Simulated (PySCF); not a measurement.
SMILES c1c(ccc(C=C)c1)C(OC)=O (C₁₀H₁₀O₂) at its GFN2-xTB optimised geometry (Å):

```
22

C      1.0921     4.1941    -0.2350
C      1.5584     2.9671    -0.0337
C      0.7790     1.7357    -0.0167
C     -0.6184     1.7221    -0.0091
C     -1.3100     0.5308     0.0000
C     -0.6265    -0.6847     0.0000
C     -1.4159    -1.9356     0.0038
O     -2.6219    -1.9828     0.0459
O     -0.6449    -3.0356    -0.0491
C     -1.3386    -4.2727    -0.0521
C      0.7665    -0.6847     0.0000
C      1.4532     0.5110    -0.0040
H      1.7479     5.0478    -0.2369
H      0.0507     4.4004    -0.4128
H      2.6219     2.8289     0.1198
H     -1.1653     2.6519    -0.0007
H     -2.3895     0.5134     0.0076
H     -2.0209    -4.3235    -0.9035
H     -1.9183    -4.3853     0.8667
H     -0.5798    -5.0478    -0.1228
H      1.2987    -1.6230     0.0055
H      2.5342     0.5050    -0.0034
```

Calculation: PBE0/def2-SVP run with PySCF. Cells within 0.4 Å of a nucleus heavier than hydrogen are left out (blank, or x).

Map of the deformation density (molecule minus spherical neutral atoms) (e/bohr³) on the plane z = 0.0 Å:

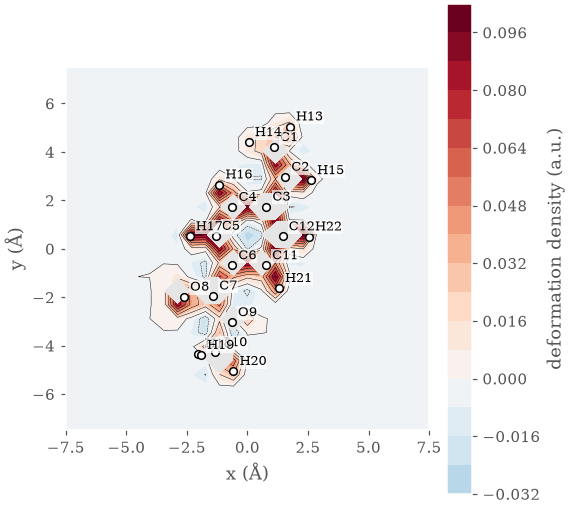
Fig. 1. Deformation density (molecule minus spherical neutral atoms) (e/bohr³) on the plane z = 0.0 Å.
